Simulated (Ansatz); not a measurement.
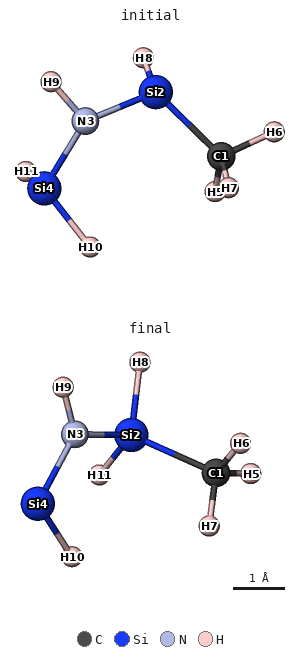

The structure of CH₇NSi₂ (coarse preliminary run) before (top) and after (bottom) a relaxation, at one scale.

Style: ball-and-stick. Shown face on.

The start comes from a force field.

All numbers below come from RKS PBE-D4/def2-SVP (Ansatz 0.2.0).

The input:
```yaml
crystal:
  periodic: [false, false, false]
  atoms:
    - {symbol: C, position_ang: [-1.016000, 1.227900, -0.222400]}
    - {symbol: Si, position_ang: [-0.538200, 0.009000, 1.027500]}
    - {symbol: N, position_ang: [0.946800, -0.496000, 0.881500]}
    - {symbol: Si, position_ang: [1.729600, -0.989600, -0.471900]}
    - {symbol: H, position_ang: [-1.158600, 0.821100, -1.247200]}
    - {symbol: H, position_ang: [-2.037100, 1.712900, 0.032900]}
    - {symbol: H, position_ang: [-0.320600, 2.099400, -0.293100]}
    - {symbol: H, position_ang: [-1.381200, -1.159400, 0.989000]}
    - {symbol: H, position_ang: [1.259400, -1.055500, 1.727100]}
    - {symbol: H, position_ang: [1.584100, 0.028500, -1.510100]}
    - {symbol: H, position_ang: [0.997100, -2.255300, -0.892700]}
basis:
  gaussian: {orbitals: def2-SVP}
hamiltonian: {xc: pbe, dispersion: d4}
relax: {f_tol: 0.03, max_steps: 200}
```

Command:
```bash
ansatz run in.yaml --threads 2 --pin off --events-out ev --progress --plain --max-ram 4352MiB
```

Q: Describe what moved and what it gained.

A: H11 moves most after the best rigid fit: 1.54 Å. By element the largest moves are H 1.54 Å, Si 1.40 Å, C 0.27 Å, N 0.21 Å. Among the contacts that change: Si4–H11 1.522 → 3.587 Å, Si2–H11 3.342 → 1.503 Å, Si2–N3 1.575 → 1.785 Å, N3–Si4 1.640 → 1.748 Å. New bonds form: Si2–H11 (3.34 → 1.50 Å). Bonds break: Si4–H11 (1.52 → 3.59 Å). Among the angles between lasting bonds that change: N3–Si4–H10 109.2° → 93.4°, Si4–N3–H9 111.0° → 116.1°, Si2–C1–H5 115.1° → 110.7°. The energy falls by 3.331 eV in 27 accepted moves (29 points after the start). Largest force component: 6.3 eV/Å at the start, 0.0086 eV/Å at the end. The line search rejected the trial steps at points 15, 22 of the run.
